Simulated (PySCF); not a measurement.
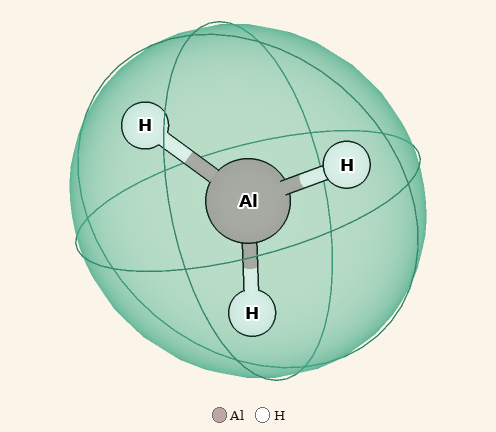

The ellipsoid shows the static dipole polarisability: its half-axes are proportional to the principal values. Computed geometry: PBE0-D3(BJ)/def2-SVP optimisation. No frequency run is at hand to confirm it as a minimum. Method: CAM-B3LYP/def2-SVPD (PySCF 2.14.0).

**Give the principal values, the mean and the anisotropy.**

Principal values 27.8, 34.6, 34.6 bohr³; mean 32.3 bohr³ (4.79 Å³); anisotropy 6.8 bohr³, so the longest axis is 1.25 times the shortest.
